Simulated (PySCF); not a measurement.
The calculation's input:

```
{"job": {"kind": "nmr", "xc": "PBE0", "basis": "pcSseg-1"}, "charge": 0, "multiplicity": 1}
C     -2.591218     0.409439    -0.190481
C     -1.096636     0.123028    -0.343358
C     -0.758581    -1.182795     0.380838
C      0.666465    -1.709711     0.177750
O      1.623944    -1.086406     1.009429
C      2.471397    -0.151838     0.366628
Si     1.533383     1.360307    -0.358493
Cl     1.617559     1.270645    -2.385408
C     -0.284724     1.309773     0.195206
H     -2.865955     1.314100    -0.728803
H     -2.845367     0.542346     0.859440
H     -3.182716    -0.413985    -0.585319
H     -0.882753    -0.003284    -1.411051
H     -1.445792    -1.956356     0.030501
H     -0.918584    -1.054723     1.453627
H      0.682711    -2.770965     0.455365
H      0.957326    -1.628201    -0.876510
H      3.069192    -0.664053    -0.401929
H      3.163261     0.168539     1.147370
H      2.183560     2.606349     0.051338
H     -0.768608     2.233131    -0.132056
H     -0.338274     1.304047     1.285070
```

Command:

```sh
OMP_NUM_THREADS=1 python probes_run.py task.json out
```

Geometry: GFN2-xTB.

Computed with PBE0/pcSseg-1, SCF density, gas phase, non-relativistic in PySCF 2.14.0.

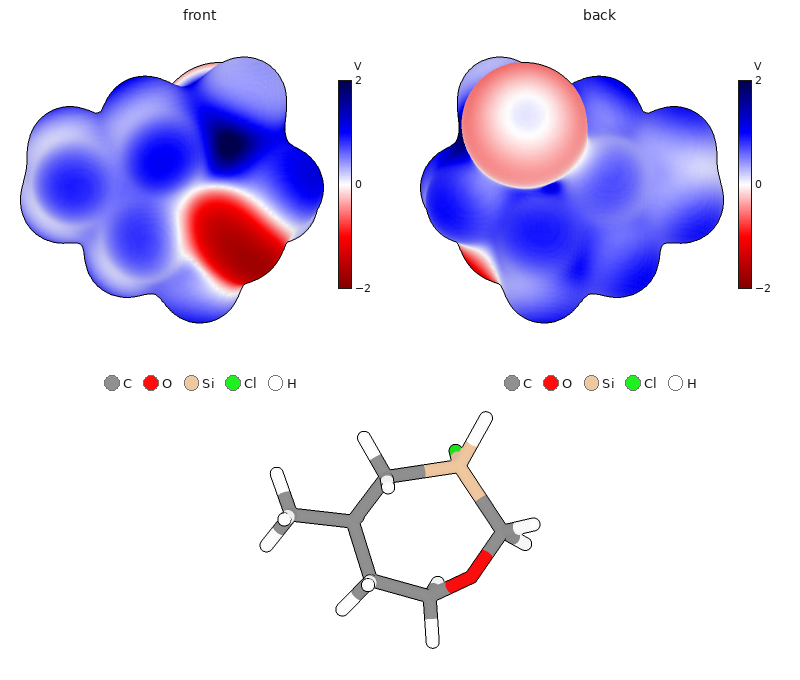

C6H13ClOSi. The molecular electrostatic potential painted on the density surface at 0.004 e/bohr³, seen from the front and from behind; the colour scale runs from red (negative) to blue (positive). The bare structure is drawn below in the same view.

### Which sites attract a positive test charge, and which a negative one?

A positive charge is drawn to the negative regions and a negative charge to the positive ones. The most negative region (about −1.7 V, or −39 kcal/mol for a unit charge) lies over O5, the most positive (about +1.9 V, or +44 kcal/mol for a unit charge) over Si7. O5 is the likeliest acceptor of a hydrogen bond.

### How polar is the molecule by this calculation?

Its dipole moment is 1.00 D.
